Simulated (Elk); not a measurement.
**Magnetic state of MnO2 (Pyrolusite) from several starts**

Does MnO2 (Pyrolusite) prefer parallel or opposed moments, or none?

Main program and level: Elk 11.2.3 (patched build); PBE; all-electron APW+lo, Dirac cores, scalar-relativistic bands.

**Measured values to reproduce.**

“Local electronic structure of dilute hydrogen in beta-MnO2” (2024, arxiv:2401.02109) quotes from earlier work for MnO2, rutile (bulk crystal): moment (ordered Mn moment in helical phase) 2.34 μB [Earlier experimental value quoted in discussion; measurement temperature and sample not …].

Report form: the programs' logs are mostly left out.

## Step 1: Set-up

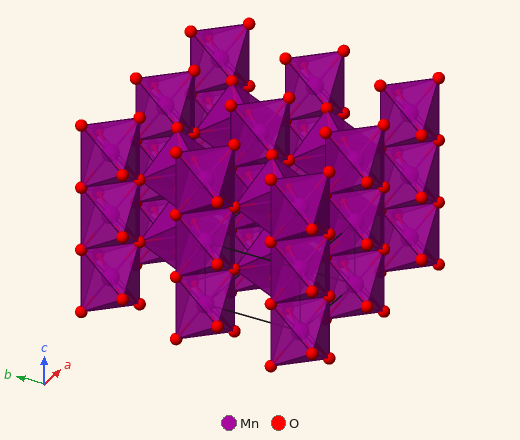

The starting structure, seen from a free direction (manganese purple, oxygen red). 2×2×2 cells are drawn. Some periodic images of atoms are drawn too.

## Step 2: Start 1: ferro ++

The parallel start comes first: it fits the smallest cell, keeps the most symmetry and shows whether parallel moments form.

Moments are seeded by fields in the spheres (the last three columns under atoms), set against the wanted direction and reduced each loop.

elk.in

```
tasks
  0
  33
  73

xctype
  20

rgkmax
  8.5

nempty
  12

swidth
  0.003

reducebf
  0.6

epsengy
  1e-05

maxscl
  100

lmaxi
  3

spinpol
  .true.

sppath
  './'

avec
  8.31158241394 0.00000000000 0.00000000000
  0.00000000000 8.31158241394 0.00000000000
  0.00000000000 0.00000000000 5.42918315605

atoms
  2
  'Mn.in'
  2
  0.0000000000 0.0000000000 0.0000000000   0.000000 0.000000 -0.675000
  0.5000000000 0.5000000000 0.5000000000   0.000000 0.000000 -0.675000
  'O.in'
  4
  0.3051500000 0.3051500000 0.0000000000   0.000000 0.000000 0.000000
  0.1948500000 0.8051500000 0.5000000000   0.000000 0.000000 0.000000
  0.6948500000 0.6948500000 0.0000000000   0.000000 0.000000 0.000000
  0.8051500000 0.1948500000 0.5000000000   0.000000 0.000000 0.000000

ngridk
  4 4 8

plot3d
  0 0 0
  1 0 0
  0 1 0
  0 0 1
  22 22 15
```

Started as:

```console
$ OMP_NUM_THREADS=4 elk
```

Run time: 13 min. Hardware: 4 threads of AMD EPYC 7571, shared host; peak memory 0.5 GiB; 49 min of CPU time.

Spin moment in the muffin-tin sphere by atom:

```csv
atom,spin moment in the muffin-tin sphere (μB)
Mn1,2.61
Mn2,2.61
O3,0.09
O4,0.09
O5,0.09
O6,0.09
```

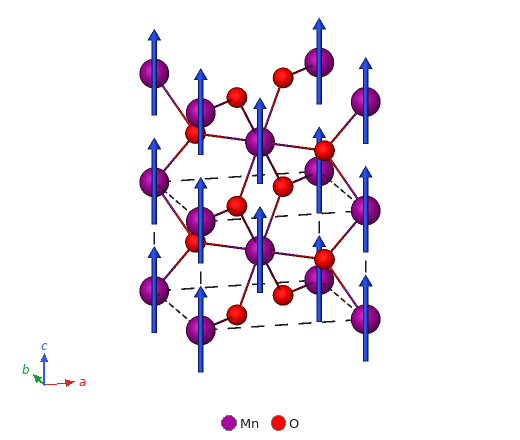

Spin moment in the muffin-tin sphere as arrows, the longest 2.61 μB. Up and down stand for the sign. Arrows give size and sign along the axis of quantisation, drawn up and down the page. 1×1×2 cells are drawn. Some periodic images of atoms are drawn too.

Numbers from this step:

```
density of states at the Fermi level : 0.7926 states/eV/cell
moment between the spheres           : 0.3693 μB
magnetization                        : 5.959 μB
final state                          : ferromagnetic
```

After 24 cycles the largest moment stands at 2.61 μB.

## Step 3: Start 2: antiferro +-

Reversing part of the moments tests the sign of the couplings between them.

elk.in, as its differences from that of step 2:

```diff
@@ -2,4 +2,2 @@
   0
-  33
-  73
 
@@ -45,3 +43,3 @@
   0.0000000000 0.0000000000 0.0000000000   0.000000 0.000000 -0.675000
-  0.5000000000 0.5000000000 0.5000000000   0.000000 0.000000 -0.675000
+  0.5000000000 0.5000000000 0.5000000000   0.000000 0.000000 0.675000
   'O.in'
@@ -55,8 +53 @@
   4 4 8
-
-plot3d
-  0 0 0
-  1 0 0
-  0 1 0
-  0 0 1
-  22 22 15
```

Started as:

```console
$ OMP_NUM_THREADS=4 elk
```

The job ended after 11 min (4 threads; peak memory 0.51 GiB).

Spin moment in the muffin-tin sphere by atom:

| atom | spin moment in the muffin-tin sphere (μB) |
| --- | --- |
| Mn1 | 2.43 |
| Mn2 | -2.43 |
| O3 | -0.05 |
| O4 | 0.05 |
| O5 | -0.05 |
| O6 | 0.05 |

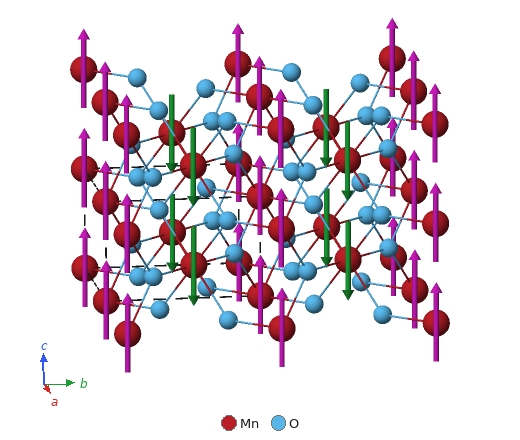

Spin moment in the muffin-tin sphere as arrows, the longest 2.43 μB. Up and down stand for the sign. Arrows give size and sign along the axis of quantisation, drawn up and down the page. The two directions have two colours. 2×2×2 cells are drawn. Some periodic images of atoms are drawn too.

Numbers from this step:

| Quantity | Value |
| --- | --- |
| density of states at the Fermi level | 1.180 states/eV/cell |
| moment between the spheres | 0 μB |
| magnetization | 0 μB |
| final state | antiferromagnetic |

It lies 117 meV a seeded atom under the first start, and its largest moment is 2.43 μB against 2.61 μB.

## Step 4: Run 3 (no spin polarisation)

This run holds no moments, which gives a state to set the others against.

elk.in, as its differences from that of step 3:

```diff
@@ -15,5 +15,2 @@
 
-reducebf
-  0.6
-
 epsengy
@@ -26,5 +23,2 @@
   3
-
-spinpol
-  .true.
 
@@ -42,4 +36,4 @@
   2
-  0.0000000000 0.0000000000 0.0000000000   0.000000 0.000000 -0.675000
-  0.5000000000 0.5000000000 0.5000000000   0.000000 0.000000 0.675000
+  0.0000000000 0.0000000000 0.0000000000   0.000000 0.000000 0.000000
+  0.5000000000 0.5000000000 0.5000000000   0.000000 0.000000 0.000000
   'O.in'
```

Started as:

```console
$ OMP_NUM_THREADS=4 elk
```

Wall time 2.3 min (4 threads); peak memory 0.29 GiB.

This step gave:

```yaml
density_of_states_at_the_fermi_level: 9.316 states/eV/cell
final_state: non-magnetic (no spin polarisation)
```

It lies 599 meV a seeded atom over the first start.

## Step 5: The states side by side

These are free energies at a smearing of 0.0816 eV, so its entropy term is in the differences. They are divided by the number of seeded atoms, so that cells of unlike size compare.

Orders:

| start | final state | typed order kept | energy over the lowest (meV a seeded atom) | largest sphere moment (μB) | net moment (μB a primitive cell) | DOS at the Fermi level (states/eV a primitive cell) | mesh matched | CPU time (s) |
| --- | --- | --- | --- | --- | --- | --- | --- | --- |
| ferro ++ | ferromagnetic | yes | 116.6 | 2.611 | 5.959 | 0.7926 | yes | 2952 |
| antiferro +- | antiferromagnetic | yes | 0 | 2.428 | 0 | 1.18 | yes | 2598 |
| no spin polarisation | non-magnetic | - | 715.9 | 0 | 0 | 9.316 | yes | 523.7 |

## Step 6: Orbital moments

Orbital moments arise only with spin–orbit coupling, and measured moments hold them.

The run goes on from the saved lowest state, with the moments along the z axis of the cell.

elk.in, as its differences from that of step 4:

```diff
@@ -1,3 +1,4 @@
 tasks
-  0
+  1
+  15
 
@@ -15,2 +16,5 @@
 
+reducebf
+  0.6
+
 epsengy
@@ -23,2 +27,11 @@
   3
+
+spinpol
+  .true.
+
+spinorb
+  .true.
+
+cmagz
+  .true.
 
@@ -36,4 +49,4 @@
   2
-  0.0000000000 0.0000000000 0.0000000000   0.000000 0.000000 0.000000
-  0.5000000000 0.5000000000 0.5000000000   0.000000 0.000000 0.000000
+  0.0000000000 0.0000000000 0.0000000000   0.000000 0.000000 -0.000675
+  0.5000000000 0.5000000000 0.5000000000   0.000000 0.000000 0.000675
   'O.in'
```

Started as:

```console
$ OMP_NUM_THREADS=4 elk
```

Run time: 15 min. Hardware: 4 threads; peak memory 0.54 GiB.

Spin moment in the muffin-tin sphere by atom:

```csv
atom,spin moment in the muffin-tin sphere (μB)
Mn1,2.43
Mn2,-2.43
O3,-0.05
O4,0.05
O5,-0.05
O6,0.05
```

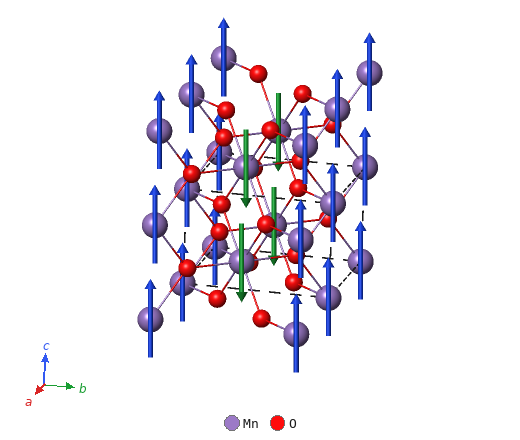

Spin moment in the muffin-tin sphere as arrows, the longest 2.43 μB. Up and down stand for the sign. Arrows give size and sign along the axis of quantisation, drawn up and down the page. The two directions have two colours. 2×1×2 cells are drawn. Some periodic images of atoms are drawn too.

Read from the output:

```yaml
density_of_states_at_the_fermi_level: 1.181 states/eV/cell
moment_between_the_spheres: 0 μB
magnetization: 0 μB
final_state: antiferromagnetic
```

Orbital moment <L> in the sphere by atom:

```
atom  x (μB)  y (μB)   z (μB)    size
 Mn1  0.0000  0.0000  -0.0232  0.0232
 Mn2  0.0000  0.0000   0.0232  0.0232
  O3  0.0000  0.0000  -0.0001  0.0001
  O4  0.0000  0.0000   0.0001  0.0001
  O5  0.0000  0.0000  -0.0001  0.0001
  O6  0.0000  0.0000   0.0001  0.0001
```

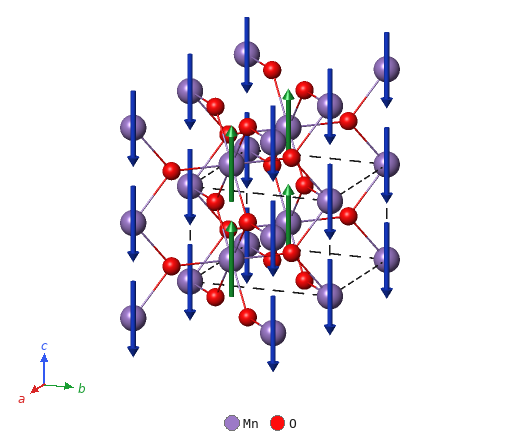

Orbital moment <L> in the sphere as arrows, the longest 0.0232 μB. The two directions have two colours. 2×1×2 cells are drawn. Some periodic images of atoms are drawn too.

## Step 7: What came out

* lowest state found: antiferromagnetic (typed antiferro +-)
* largest site moment: 2.43 μB
* next state: ferromagnetic, 117 meV a seeded atom higher
* energy gained by spin polarisation: 716 meV a seeded atom
* with spin–orbit coupling: largest spin moment and its orbital moment: 2.43 and -0.0232 μB

**Reading.** The lowest state found is antiferromagnetic, reached from the start antiferro +-, with moments up to 2.43 μB. The next state costs 117 meV a seeded atom. Forming the largest moments gains far more than ordering them, so they should outlast the ordering temperature. The orbital moment is almost quenched. Only 3 starts are shown; other collinear patterns, canted and longer-period orders are not. Computed site moments are spin alone, inside the muffin-tin sphere; measured ones also hold the orbital part and what lies outside the sphere, and fluctuations can lower them. With a GGA and lmaxo under 10 this build's totals carry angular errors that reach some ten meV an atom in oxides, so smaller differences are in doubt.

Computed beside measured:

| quantity | measured | PBE |
| --- | --- | --- |
| moment (Mn) (μB) | 2.34 | 2.43 (+3.8 %) |

Measured values from arxiv:2401.02109 (2024).

How well it matches: The moment is off by +3.8 %. No cell relaxation is part of this session.

[Logs and program files are shortened in this print: banners, set-up blocks, solver, clock and traceback lines can be left out without a mark of their own.]

[Logs are printed without paths, hosts, clocks, repeated set-up lines and the standing remarks that a program may print on its own settings, such as how far it seeks lower states.]

[Hosts, paths, dates, database ids (printed as entryN), source tags and the programs' standing remarks are cut or masked in the printed files.]

[Where a cell is said to come from a database of computed structures, the database is the Materials Project.]
